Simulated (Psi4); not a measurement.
**BSiNH8O (SMILES O[SiH3].BN): a first try and a second**

Aim: the interaction energy of BSiNH8O at SAPT0/6-31+G* (density fitting, density fitting for correlation, Cartesian functions, fragments set).

The results are computed with Psi4 1.11.

4 further runs of the same task are left out: 1 that didn't finish, 3 set aside as unsound or not needed. Runs told in other sessions of the task aren't counted.

**1. Starting point**

BSiNH8O: 12 atoms, total charge 0, spin state singlet. SMILES: `O[SiH3].BN`. Geometry: relaxed at GFN2-xTB.

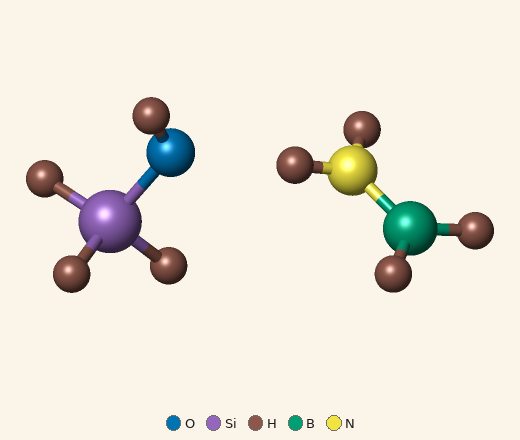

Viewed from a chosen angle; oxygen blue, silicon purple, hydrogen brown, boron teal, nitrogen yellow.

**2. The input as first written**

File calc.in:

```
memory 1.6 GB

molecule mol {
  0 1
  O     -0.239530    -1.340140    -0.900310
  Si    -0.335320    -0.386300    -2.220650
  H     -0.138130    -2.285840    -0.967180
  H      0.819430    -0.615300    -3.089720
  H     -0.357730     0.936800    -1.617440
  H     -1.563310    -0.696940    -2.956920
  --
  0 1
  B      0.837760     1.064360     2.224150
  N     -0.237300     0.390680     1.693400
  H      1.888270     0.949830     1.716350
  H      0.681470     1.734030     3.175060
  H     -1.169720     0.442950     2.068880
  H     -0.185880    -0.194120     0.874380
  symmetry c1
  no_reorient
  no_com
}

set globals {
  basis 6-31+G*
  scf_type df
  freeze_core true
  d_convergence 1e-16
  maxiter 50
}

energy("sapt0")
```

Started as:

```
psi4 -i calc.in -o calc.out -n 1
```

calc.out:

```text
Psi4 1.11 release

   => Loading Basis Set <=

    Name: 6-31+G*
    Role: ORBITAL
    Keyword: BASIS

   => Loading Basis Set <=

    Name: 6-31+G*
    Role: ORBITAL
    Keyword: BASIS

  //>>>>>>>>>>>>>>>>>>>>>>>>>>>>>>>>>>>//
  //              Dimer HF             //
  //<<<<<<<<<<<<<<<<<<<<<<<<<<<<<<<<<<<//

   => Loading Basis Set <=

    Name: 6-31+G*
    Role: ORBITAL
    Keyword: BASIS

         ---------------------------------------------------------
                                   SCF
                              RHF Reference
                        1 Threads,   1525 MiB Core
         ---------------------------------------------------------

  ==> Geometry <==

    Molecular point group: c1
    Full point group: C1

    Geometry (in Angstrom), charge = 0, multiplicity = 1:

[... 95 lines left out ...]
   @DF-RHF iter   1:  -447.46771753868563   -1.28121e+00   6.14308e-03 DIIS/ADIIS
[... 2 lines left out ...]
   @DF-RHF iter   4:  -447.63001075794426   -1.32853e-03   1.16613e-04 DIIS/ADIIS
[... 2 lines left out ...]
   @DF-RHF iter   7:  -447.63010029202638   -6.97751e-07   1.65205e-06 DIIS
[... 3 lines left out ...]
   @DF-RHF iter  41:  -447.63010033401792   -1.70530e-13   8.48606e-15 DIIS
[... 2 lines left out ...]
   @DF-RHF iter  44:  -447.63010033401792    0.00000e+00   9.59879e-15 DIIS
[... 2 lines left out ...]
   @DF-RHF iter  47:  -447.63010033401787    1.13687e-13   8.91016e-15 DIIS
[... 2 lines left out ...]
   @DF-RHF iter  50:  -447.63010033401787    5.68434e-14   9.67323e-15 DIIS
[... 1 line left out ...]
PsiException: Could not converge SCF iterations in 50 iterations.

  Failed to converge.

psi4.driver.p4util.exceptions.SCFConvergenceError: Could not converge SCF iterations in 50 iterations.

Printing out the relevant lines from the Psithon --> Python processed input file:
    core.set_global_option("BASIS", "6-31+G*")
    core.set_global_option("SCF_TYPE", "df")
    core.set_global_option("FREEZE_CORE", "true")
    core.set_global_option("D_CONVERGENCE", 1e-16)
    core.set_global_option("MAXITER", 50)
--> energy("sapt0")

!------------------------------------------------------!
!                                                      !
!  Could not converge SCF iterations in 50 iterations. !
!                                                      !
!------------------------------------------------------!

    Psi4 run time: 0:00:02.43
```

Run time: 3.6 s. Hardware: 1 thread of Intel Xeon at 2.60GHz (Ice Lake), shared host; peak memory 0.24 GiB.

**3. Diagnosis**

The run stopped without converging.

The log says `Could not converge SCF iterations in 50 iterations.`. The cause is that the convergence threshold is tighter than the arithmetic can reach. To mend it: density convergence threshold at its default in place of 1e-16.

**4. The mended input**

File bh8nosi.inp:

```
memory 1600 mb

molecule {
  0 1
  O     -0.239530    -1.340140    -0.900310
  Si    -0.335320    -0.386300    -2.220650
  H     -0.138130    -2.285840    -0.967180
  H      0.819430    -0.615300    -3.089720
  H     -0.357730     0.936800    -1.617440
  H     -1.563310    -0.696940    -2.956920
  --
  0 1
  B      0.837760     1.064360     2.224150
  N     -0.237300     0.390680     1.693400
  H      1.888270     0.949830     1.716350
  H      0.681470     1.734030     3.175060
  H     -1.169720     0.442950     2.068880
  H     -0.185880    -0.194120     0.874380
  symmetry c1
  no_reorient
  no_com
}

set {
  basis       6-31+G*
  scf_type    df
  freeze_core true
}

energy('sapt0')
print_variables()
```

Started as:

```
psi4 -i bh8nosi.inp -o bh8nosi.out -n 1
```

bh8nosi.out:

```text
[...]
  Running in c1 symmetry.
[...]
  Nuclear repulsion =  152.939246428001042
[...]
  Multiplicity = 1
[...]
  Nalpha       = 21
  Nbeta        = 21
[...]
    Number of basis functions: 96
[...]
   @DF-RHF iter   1:  -447.46771753868563   -1.28121e+00   6.14308e-03 DIIS/ADIIS
[...]
   @DF-RHF iter  10:   -81.49311773328948   -2.89901e-12   2.46921e-09 DIIS
[...]
    Orbital Energies [Eh]
    ---------------------
    Doubly Occupied:
       1A    -15.567939     2A     -7.577773     3A     -1.165281
       4A     -0.723757     5A     -0.686722     6A     -0.559173
       7A     -0.466356     8A     -0.439313
[...]
  @DF-RHF Final Energy:   -81.49311773328948
   => Energetics <=
    Nuclear Repulsion Energy =             32.5474299171257258
    One-Electron Energy =                -173.7084688942235289
    Two-Electron Energy =                  59.6679212438083226
    Total Energy =                        -81.4931177332894805
[...]
 Multipole Moments:
 ------------------------------------------------------------------------------------
     Multipole            Electronic (a.u.)      Nuclear  (a.u.)        Total (a.u.)
 ------------------------------------------------------------------------------------
 L = 1.  Multiply by 2.5417464519 to convert [e a0] to [Debye]
 Dipole X            :         -7.6098068            7.0710528           -0.5387540
 Dipole Y            :        -21.0873432           20.7666728           -0.3206703
 Dipole Z            :        -58.4910936           58.2209879           -0.2701057
 Magnitude           :                                                    0.6826730
[...]
    Electrostatics                 -8.32778967 [mEh]      -5.22576691 [kcal/mol]     -21.86460877 [kJ/mol]
[...]
    Exchange                        7.50096947 [mEh]       4.70692940 [kcal/mol]      19.69379263 [kJ/mol]
[...]
    Induction                      -1.86737446 [mEh]      -1.17179516 [kcal/mol]      -4.90279096 [kJ/mol]
[...]
    Dispersion                     -2.20778436 [mEh]      -1.38540560 [kcal/mol]      -5.79653705 [kJ/mol]
[...]
  Total HF                         -2.69419466 [mEh]      -1.69063267 [kcal/mol]      -7.07360711 [kJ/mol]
  Total SAPT0                      -4.90197902 [mEh]      -3.07603828 [kcal/mol]     -12.87014415 [kJ/mol]
[...]
Warning! sapt0 does not have an associated derived wavefunction. The returned wavefunction is the dimer SCF wavefunction.
[...]
```

It took 5.4 s on 1 thread of Intel Xeon at 2.60GHz (Ice Lake), shared host; peak memory 0.27 GiB.

**5. Outcome**

Level: SAPT0/6-31+G* (density fitting, density fitting for correlation, Cartesian functions, fragments set).

| quantity | value |
| --- | --- |
| interaction energy | -12.87 kJ/mol |
